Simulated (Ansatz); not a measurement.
# Cs on Ir(111): change of the work function, part 2 of 4

Wanted: Δφ(θ) for Cs/Ir(111), starting from the fcc site.

Ansatz 0.2.0; plane-wave DFT, PBE, Ansatz PAW.

So far, work function, upper face (eV): step 2 (the clean slab) 5.49.

### 3. The covered slab, k-mesh 4×4×1, coverage 0.111 ML

System of this step: Cs/Ir(111). The cell holds 37 atoms: 36 Ir and 1 Cs. Its edges and angles: a = 8.146 Å, b = 8.146 Å, c = 28.278 Å, α = 90.0°, β = 90.0°, γ = 60.0°. Vacuum lies along c.

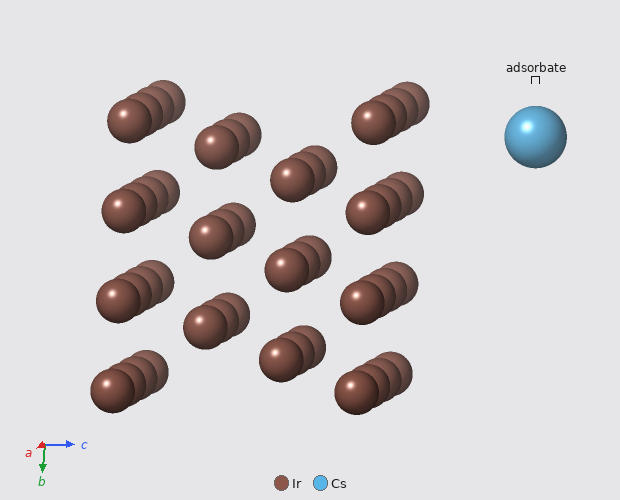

The cell of this step (iridium brown, caesium blue). Some periodic images of atoms are drawn too.

The clean slab as it ended is repeated in the plane and the adsorbate is set on one face; the cell's size fixes the coverage, and the k-mesh shrinks with it to keep the sampling density about even. Adsorbate and upper layers relax, since the dipole depends on the height.

input.yaml reads:

```yaml
crystal:
  lattice:
    - [8.1458701194, 0.0, 0.0]
    - [4.0729350597, 7.0545304593, 0.0]
    - [0.0, 0.0, 28.2777532303]
  atoms:
    - { symbol: Ir, position: [0.0, 0.0, 0.3182713961] }
    - { symbol: Ir, position: [0.1111111111, 0.1111111111, 0.3966731353] }
    - { symbol: Ir, position: [0.2222222222, 0.2222222222, 0.4749836049] }
    - { symbol: Ir, position: [0.0, 0.0, 0.5529181457] }
    - { symbol: Ir, position: [0.0, 0.3333333333, 0.3182713961] }
    - { symbol: Ir, position: [0.1111111111, 0.4444444444, 0.3966731353] }
    - { symbol: Ir, position: [0.2222222222, 0.5555555556, 0.4749836049] }
    - { symbol: Ir, position: [0.0, 0.3333333333, 0.5529181457] }
    - { symbol: Ir, position: [0.0, 0.6666666667, 0.3182713961] }
    - { symbol: Ir, position: [0.1111111111, 0.7777777778, 0.3966731353] }
    - { symbol: Ir, position: [0.2222222222, 0.8888888889, 0.4749836049] }
    - { symbol: Ir, position: [0.0, 0.6666666667, 0.5529181457] }
    - { symbol: Ir, position: [0.3333333333, 0.0, 0.3182713961] }
    - { symbol: Ir, position: [0.4444444444, 0.1111111111, 0.3966731353] }
    - { symbol: Ir, position: [0.5555555556, 0.2222222222, 0.4749836049] }
    - { symbol: Ir, position: [0.3333333333, 0.0, 0.5529181457] }
    - { symbol: Ir, position: [0.3333333333, 0.3333333333, 0.3182713961] }
    - { symbol: Ir, position: [0.4444444444, 0.4444444444, 0.3966731353] }
    - { symbol: Ir, position: [0.5555555556, 0.5555555556, 0.4749836049] }
    - { symbol: Ir, position: [0.3333333333, 0.3333333333, 0.5529181457] }
    - { symbol: Ir, position: [0.3333333333, 0.6666666667, 0.3182713961] }
    - { symbol: Ir, position: [0.4444444444, 0.7777777778, 0.3966731353] }
    - { symbol: Ir, position: [0.5555555556, 0.8888888889, 0.4749836049] }
    - { symbol: Ir, position: [0.3333333333, 0.6666666667, 0.5529181457] }
    - { symbol: Ir, position: [0.6666666667, 0.0, 0.3182713961] }
    - { symbol: Ir, position: [0.7777777778, 0.1111111111, 0.3966731353] }
    - { symbol: Ir, position: [0.8888888889, 0.2222222222, 0.4749836049] }
    - { symbol: Ir, position: [0.6666666667, 0.0, 0.5529181457] }
    - { symbol: Ir, position: [0.6666666667, 0.3333333333, 0.3182713961] }
    - { symbol: Ir, position: [0.7777777778, 0.4444444444, 0.3966731353] }
    - { symbol: Ir, position: [0.8888888889, 0.5555555556, 0.4749836049] }
    - { symbol: Ir, position: [0.6666666667, 0.3333333333, 0.5529181457] }
    - { symbol: Ir, position: [0.6666666667, 0.6666666667, 0.3182713961] }
    - { symbol: Ir, position: [0.7777777778, 0.7777777778, 0.3966731353] }
    - { symbol: Ir, position: [0.8888888889, 0.8888888889, 0.4749836049] }
    - { symbol: Ir, position: [0.6666666667, 0.6666666667, 0.5529181457] }
    - { symbol: Cs, position: [0.1111111111, 0.1111111111, 0.6817286039] }
kpoints:
  mp_grid: { grid: [4, 4, 1] }
hamiltonian:
  xc: pbe
scf:
  occupations: { method: fermi_dirac, width: 0.1 }
  convergence: { dr2_threshold: 1.0e-08 }
efield:
  axis: 3
  dipole_correction: true
  ramp_position: 0.97
  ramp_width: 0.06
relax:
  f_tol: 0.02
  max_steps: 60
  constraints:
    - { sites: [0, 1, 4, 5, 8, 9, 12, 13, 16, 17, 20, 21, 24, 25, 28, 29, 32, 33] }
output:
  write_potential: true
  write_density: true
  volumetric_format: npy
```

Command:

```console
$ ansatz run input.yaml --threads 4 --pin off --max-ram 16384MiB --backend cpu --events-out ev --progress --plain --runs-dir out
```

Numbers of over 12 decimals in the logs are rounded to 6 here.

The program printed:

```text
[...]
Crystal: 37 atoms, lattice volume = 1624.989 Å³
Basis set: ecut = 420 eV, 31769 PW (Γ), exchange–correlation on 120×120×384 points (8 copies of the dense FFT grid, shifted against one another)
Bands: 373, of which v1, the nominal top of the filled ones, is band 311 counted from 1 (310 counted from 0)
Symmetry: 6 space group operations
[...]
k-points: 4 of 16 (time reversal used)
[...]
SCF iter   1: F=—  HF=-435328.585412 eV  |F-HF|=—  |Δ(HF+E_count)|=         —  Δρ=8.61e-3  dr2=1.57e1  ethr=1.77e-3  p=1.486 e·Å  D=1.65e-1 V/Å  ΔV_dip=-4.68 eV  dr2_dipole=2.30e-1  V_vac-E_F(+/−)=0.43/5.11 eV  ⟨swp⟩=7.5  Hψ=6260  notcnv=0  defer=11
[...]
SCF iter  11: F=-435328.292076 eV  HF=-435328.292076 eV  |F-HF|=1.16e-10  |Δ(HF+E_count)|=   2.46e-8  Δρ=1.58e-7  dr2=1.77e-9  ethr=1.61e-12  p=1.380 e·Å  D=1.54e-1 V/Å  ΔV_dip=-4.35 eV  dr2_dipole=1.40e-11  V_vac-E_F(+/−)=1.16/5.51 eV  ⟨swp⟩=9.8  Hψ=10087  notcnv=0
SCF 1 converged in 11 iterations: F = -435328.292076 eV  dr2 = 1.77e-9
[...]
relax step   1: F+E_penalty+E_count = -435328.29207561 eV  Δ(F+E_penalty+E_count) = +0.000e0 eV  max|allowed force component| = 8.595e-1 eV/Å  Δτ_max = 0.0000 Å  (11 SCF iters, accepted)
[...]
SCF iter   9: F=-435328.404439 eV  HF=-435328.404439 eV  |F-HF|=2.33e-10  |Δ(HF+E_count)|=   3.41e-8  Δρ=3.92e-7  dr2=3.72e-9  ethr=1.61e-12  p=1.318 e·Å  D=1.47e-1 V/Å  ΔV_dip=-4.15 eV  dr2_dipole=3.53e-10  V_vac-E_F(+/−)=1.36/5.51 eV  ⟨swp⟩=8.0  Hψ=10742  notcnv=0
SCF 2 converged in 9 iterations: F = -435328.404439 eV  dr2 = 3.72e-9
[...]
relax step   2: F+E_penalty+E_count = -435328.40443910 eV  Δ(F+E_penalty+E_count) = -1.124e-1 eV  max|allowed force component| = 6.980e-1 eV/Å  Δτ_max = 0.1403 Å  (9 SCF iters, accepted)
SCF iter   1: F=—  HF=-435328.519290 eV  |F-HF|=—  |Δ(HF+E_count)|=         —  Δρ=1.61e-3  dr2=2.40e-1  ethr=8.39e-4  p=1.318 e·Å  D=1.47e-1 V/Å  ΔV_dip=-4.15 eV  dr2_dipole=7.50e-2  V_vac-E_F(+/−)=1.37/5.52 eV  ⟨swp⟩=4.5  Hψ=3065  notcnv=0  defer=48
[...]
SCF iter   9: F=-435328.512643 eV  HF=-435328.512643 eV  |F-HF|=1.20e-8  |Δ(HF+E_count)|=   4.85e-8  Δρ=4.65e-7  dr2=8.31e-9  ethr=1.61e-12  p=1.203 e·Å  D=1.34e-1 V/Å  ΔV_dip=-3.79 eV  dr2_dipole=2.58e-11  V_vac-E_F(+/−)=1.72/5.50 eV  ⟨swp⟩=8.0  Hψ=10849  notcnv=0
SCF 3 converged in 9 iterations: F = -435328.512643 eV  dr2 = 8.31e-9
[...]
relax step   3: F+E_penalty+E_count = -435328.51264287 eV  Δ(F+E_penalty+E_count) = -1.082e-1 eV  max|allowed force component| = 3.356e-1 eV/Å  Δτ_max = 0.1912 Å  (9 SCF iters, accepted)
[...]
relax step   4: F+E_penalty+E_count = -435328.53434192 eV  Δ(F+E_penalty+E_count) = -2.170e-2 eV  max|allowed force component| = 1.455e-1 eV/Å  Δτ_max = 0.1949 Å  (9 SCF iters, accepted)
SCF iter   1: F=—  HF=-435328.535491 eV  |F-HF|=—  |Δ(HF+E_count)|=         —  Δρ=3.42e-4  dr2=1.19e-2  ethr=1.54e-5  p=1.089 e·Å  D=1.21e-1 V/Å  ΔV_dip=-3.43 eV  dr2_dipole=5.09e-3  V_vac-E_F(+/−)=2.07/5.50 eV  ⟨swp⟩=4.0  Hψ=2893  notcnv=0  defer=61
[...]
SCF iter   8: F=-435328.538111 eV  HF=-435328.538111 eV  |F-HF|=5.01e-9  |Δ(HF+E_count)|=   2.11e-8  Δρ=2.47e-7  dr2=1.60e-9  ethr=1.61e-12  p=1.118 e·Å  D=1.25e-1 V/Å  ΔV_dip=-3.52 eV  dr2_dipole=2.20e-12  V_vac-E_F(+/−)=1.98/5.50 eV  ⟨swp⟩=10.0  Hψ=10447  notcnv=0
SCF 5 converged in 8 iterations: F = -435328.538111 eV  dr2 = 1.60e-9
relax step   5: F+E_penalty+E_count = -435328.53811096 eV  Δ(F+E_penalty+E_count) = -3.769e-3 eV  max|allowed force component| = 1.563e-2 eV/Å  Δτ_max = 0.0501 Å  (8 SCF iters, accepted)
NSCF: frozen V_eff on 4 k-points
[...]
SCF converged after 8 iterations
Free energy (F): -435328.538111 eV
[...]
Internal energy: -435327.297204 eV  (E = F + TS)
E sigma→0 (E₀):  -435327.917657 eV
Entropy (-TS):   -1.240907 eV (-33.538 meV/atom)
Fermi energy:    5.811977 eV
Dipole field:    D = 0.124521 V/Å  (p = 1.118234 e·Å, saw-weighted, corrected)
Work function:   Φ+ = 1.9795 eV   Φ− = 5.5007 eV
[...]
--- Forces (eV/Å), atoms counted from 1 ---
  atom   1  Ir     0.00167602     0.00096765     0.14919255
  atom   2  Ir     0.00000000    -0.00000000    -0.11988623
  atom   3  Ir    -0.00076797    -0.00044339    -0.00058065
  atom   4  Ir    -0.00181191    -0.00104611    -0.01563291
  atom   5  Ir     0.00000000    -0.00193530     0.14919255
  atom   6  Ir     0.00798395     0.00007435    -0.15789368
  atom   7  Ir    -0.00132322     0.00076396     0.00650144
  atom   8  Ir    -0.00000000     0.00209221    -0.01563291
  atom   9  Ir    -0.01182684     0.00682823     0.16179705
  atom  10  Ir     0.00392759    -0.00695148    -0.15789368
  atom  11  Ir    -0.00000000     0.00088678    -0.00058065
  atom  12  Ir    -0.00010814     0.00006244     0.00043650
  atom  13  Ir    -0.00167602     0.00096765     0.14919255
  atom  14  Ir     0.00405636     0.00687713    -0.15789368
  atom  15  Ir    -0.00000000    -0.00152792     0.00650144
  atom  16  Ir     0.00181191    -0.00104611    -0.01563291
  atom  17  Ir    -0.00074361    -0.00042932     0.14209480
  atom  18  Ir     0.00000000    -0.00000000    -0.11733983
  atom  19  Ir     0.00132322     0.00076396     0.00650144
  atom  20  Ir    -0.00117556    -0.00067871     0.00032474
  atom  21  Ir     0.00000000     0.00085865     0.14209480
  atom  22  Ir    -0.00392759    -0.00695148    -0.15789368
  atom  23  Ir     0.00181398    -0.00104730     0.00354823
  atom  24  Ir    -0.00000000     0.00135743     0.00032474
  atom  25  Ir     0.00000000    -0.01365646     0.16179705
  atom  26  Ir    -0.00405636     0.00687713    -0.15789368
  atom  27  Ir     0.00076797    -0.00044339    -0.00058065
  atom  28  Ir    -0.00000000    -0.00012487     0.00043650
  atom  29  Ir     0.00074361    -0.00042932     0.14209480
  atom  30  Ir    -0.00798395     0.00007435    -0.15789368
  atom  31  Ir    -0.00000000     0.00209460     0.00354823
  atom  32  Ir     0.00117556    -0.00067871     0.00032474
  atom  33  Ir     0.01182684     0.00682823     0.16179705
  atom  34  Ir     0.00000000    -0.00000000    -0.16761010
  atom  35  Ir    -0.00181398    -0.00104730     0.00354823
  atom  36  Ir     0.00010814     0.00006244     0.00043650
  atom  37  Cs    -0.00000000     0.00000000     0.00914736
  max |Σ_I F_I| component: 5.60e-6 eV/Å
--- Band table (eV) ---
  k-point 0: bands = [... 307 lower, 5.5518, 5.6106, 5.6106, 5.8123, 5.8174, 5.8210, 5.8210, 5.8254, ... 58 higher]
  k-point 1: bands = [... 307 lower, 5.4622, 5.7240, 5.7257, 5.8821, 5.8900, 5.9074, 5.9249, 6.0488, ... 58 higher]
  k-point 2: bands = [... 307 lower, 5.5414, 5.8083, 5.8139, 5.8847, 5.9120, 5.9194, 5.9264, 5.9293, ... 58 higher]
  k-point 3: bands = [... 307 lower, 5.6029, 5.7921, 5.8238, 5.8632, 5.9877, 6.0790, 6.0926, 6.1684, ... 58 higher]
--- Relaxed structure (5 steps of the walk, 5 accepted, 0 SCFs on fresh bases) ---
  F+E_penalty+E_count = -435328.53811096 eV   max|allowed force component| = 1.563e-2 eV/Å
  atoms:
    - { symbol: Ir, position: [1.1111113280699723e-11, 1.1111113280699722e-11, 0.318271] }
    - { symbol: Ir, position: [0.111111, 0.111111, 0.3966731353] }
    - { symbol: Ir, position: [0.222178, 0.222178, 0.475113] }
    - { symbol: Ir, position: [-0.000632092, -0.000632092, 0.553038] }
    - { symbol: Ir, position: [1.1111084274872951e-11, 0.333333, 0.318271] }
    - { symbol: Ir, position: [0.111111, 0.444444, 0.3966731353] }
    - { symbol: Ir, position: [0.222276, 0.555528, 0.475193] }
    - { symbol: Ir, position: [-0.000632092, 0.334598, 0.553038] }
    - { symbol: Ir, position: [-2.2222224060897133e-11, 0.666667, 0.318271] }
    - { symbol: Ir, position: [0.111111, 0.777778, 0.3966731353] }
    - { symbol: Ir, position: [0.222178, 0.888978, 0.475113] }
    - { symbol: Ir, position: [-6.608746819308786e-5, 0.666700, 0.553241] }
    - { symbol: Ir, position: [0.333333, 1.1111113280699722e-11, 0.318271] }
    - { symbol: Ir, position: [0.444444, 0.111111, 0.3966731353] }
    - { symbol: Ir, position: [0.555528, 0.222276, 0.475193] }
    - { symbol: Ir, position: [0.334598, -0.000632092, 0.553038] }
    - { symbol: Ir, position: [0.333333, 0.333333, 0.318271] }
    - { symbol: Ir, position: [0.444444, 0.444444, 0.3966731353] }
    - { symbol: Ir, position: [0.555528, 0.555528, 0.475193] }
    - { symbol: Ir, position: [0.333375, 0.333375, 0.553351] }
    - { symbol: Ir, position: [0.333333, 0.666667, 0.318271] }
    - { symbol: Ir, position: [0.444444, 0.777778, 0.3966731353] }
    - { symbol: Ir, position: [0.555865, 0.888734, 0.474979] }
    - { symbol: Ir, position: [0.333375, 0.666583, 0.553351] }
    - { symbol: Ir, position: [0.666667, -2.2222204306928902e-11, 0.318271] }
    - { symbol: Ir, position: [0.777778, 0.111111, 0.3966731353] }
    - { symbol: Ir, position: [0.888978, 0.222178, 0.475113] }
    - { symbol: Ir, position: [0.666700, -6.608746819317067e-5, 0.553241] }
    - { symbol: Ir, position: [0.666667, 0.333333, 0.318271] }
    - { symbol: Ir, position: [0.777778, 0.444444, 0.3966731353] }
    - { symbol: Ir, position: [0.888734, 0.555865, 0.474979] }
    - { symbol: Ir, position: [0.666583, 0.333375, 0.553351] }
    - { symbol: Ir, position: [0.666667, 0.666667, 0.318271] }
    - { symbol: Ir, position: [0.777778, 0.777778, 0.3966731353] }
    - { symbol: Ir, position: [0.888734, 0.888734, 0.474979] }
    - { symbol: Ir, position: [0.666700, 0.666700, 0.553241] }
    - { symbol: Cs, position: [0.111111, 0.111111, 0.664887] }
```

The job ended after 11 min (4 threads of Arm Neoverse V1, shared host; peak memory 10 GiB; 33 min of CPU time).

The steps of the relaxation:

```csv
step,energy less that of the first step (eV),largest force component (eV/Å)
1,0.0000,0.8595
2,-0.1124,0.6980
3,-0.2206,0.3356
4,-0.2423,0.1455
5,-0.2460,0.0156
```

The run keeps the 6 symmetry operations that it works with, so distortions that break them were not tested.

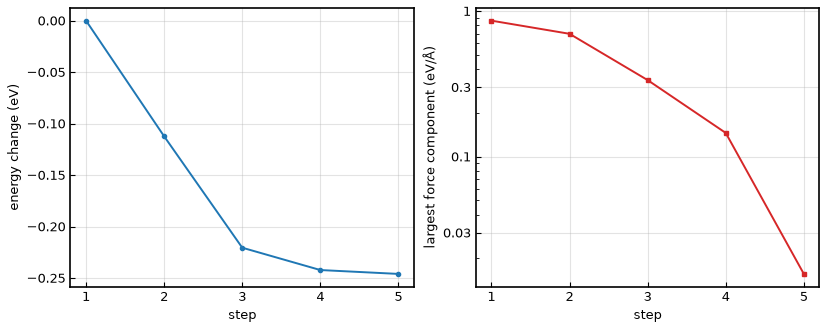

Energy and largest force along the relaxation.

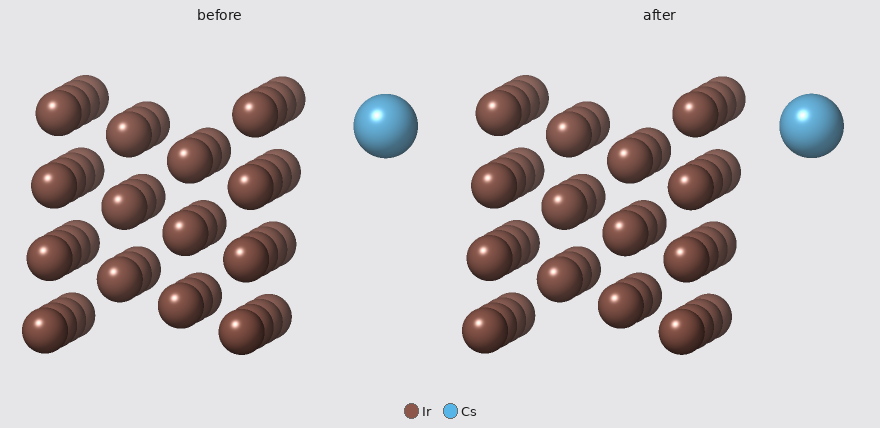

The structure before and after the relaxation, drawn at the same scale.

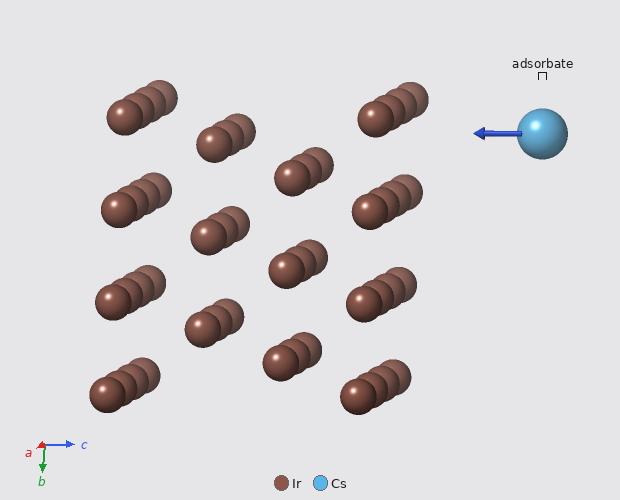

Displacements in the relaxation, exaggerated; the longest in the cell stands for 0.48 Å. Some periodic images of atoms are drawn too.

The atoms that moved most (Å):

```csv
atom,dx,dy,dz,length
Cs37,0.000,0.000,-0.476,0.476
Ir32,-0.001,0.000,0.012,0.012
Ir24,0.000,-0.001,0.012,0.012
Ir20,0.001,0.000,0.012,0.012
Ir8,0.000,0.009,0.003,0.010
Ir4,-0.008,-0.004,0.003,0.010
Ir16,0.008,-0.004,0.003,0.010
Ir28,0.000,0.000,0.009,0.009
```

Final coordinates:

```xyz
37
Lattice="8.1459 0.0000 0.0000 4.0729 7.0545 0.0000 0.0000 0.0000 28.2778" Properties=species:S:1:pos:R:3
Ir    0.0000    0.0000    9.0000
Ir    1.3576    0.7838   11.2170
Ir    2.7147    1.5674   13.4351
Ir   -0.0077   -0.0045   15.6387
Ir    1.3576    2.3515    9.0000
Ir    2.7153    3.1353   11.2170
Ir    4.0733    3.9190   13.4374
Ir    1.3576    2.3604   15.6387
Ir    2.7153    4.7030    9.0000
Ir    4.0729    5.4869   11.2170
Ir    5.4306    6.2713   13.4351
Ir    2.7149    4.7033   15.6444
Ir    2.7153    0.0000    9.0000
Ir    4.0729    0.7838   11.2170
Ir    5.4306    1.5681   13.4374
Ir    2.7230   -0.0045   15.6387
Ir    4.0729    2.3515    9.0000
Ir    5.4306    3.1353   11.2170
Ir    6.7879    3.9190   13.4374
Ir    4.0734    2.3518   15.6475
Ir    5.4306    4.7030    9.0000
Ir    6.7882    5.4869   11.2170
Ir    8.1478    6.2696   13.4313
Ir    5.4306    4.7024   15.6475
Ir    5.4306    0.0000    9.0000
Ir    6.7882    0.7838   11.2170
Ir    8.1464    1.5674   13.4351
Ir    5.4306   -0.0005   15.6444
Ir    6.7882    2.3515    9.0000
Ir    8.1459    3.1353   11.2170
Ir    9.5035    3.9214   13.4313
Ir    6.7877    2.3518   15.6475
Ir    8.1459    4.7030    9.0000
Ir    9.5035    5.4869   11.2170
Ir   10.8593    6.2696   13.4313
Ir    8.1463    4.7033   15.6444
Cs    1.3576    0.7838   18.8015
```

Numbers from this step:

| Quantity | Value |
| --- | --- |
| energy at zero smearing | -435327.9177 eV |
| work function, upper face | 1.979 eV |
| work function, lower face | 5.501 eV |
| dipole along the normal | 1.118 e·Å |
| step between the vacuum levels | -3.521 eV |

Running mean over 2.217 Å of the planar mean; the ramp of the sawtooth is left out. The electron's electrostatic potential energy less the Fermi level by z:

```csv
z (Å),electron's electrostatic potential energy less the Fermi level (eV)
4,5.50
6,5.42
8,-5.49
10,-13.3
12,-13.6
14,-13.5
16,-11.8
18,2.18
20,1.36
22,1.97
24,1.98
```

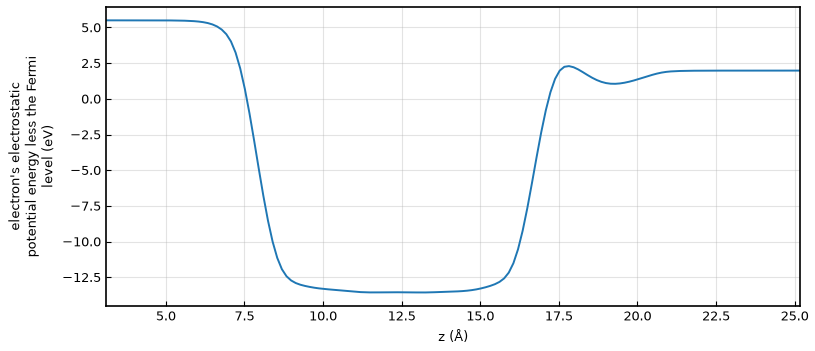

Electron's electrostatic potential energy less the Fermi level, plotted against z.

The relaxation took 5 steps and lowered the energy by 0.25 eV; the largest force on the free atoms ends at 0.016 eV/Å.

The covered face has 1.98 eV, -3.51 eV against the clean one; the bare back face has moved by +0.01 eV, a measure of how thin the slab is.

(Continued in part 3 of 4.)

[Logs are printed without paths, hosts, clocks, repeated set-up lines and the standing remarks that a program may print on its own settings, such as how far it seeks lower states.]

[Hosts, paths, dates, database ids (printed as entryN), source tags and the programs' standing remarks are cut or masked in the printed files.]

[Maps of the electrostatic potential energy from Ansatz leave out the sawtooth potential of an applied field or a dipole correction, so their vacuum need not be flat; planar profiles and work functions include it.]
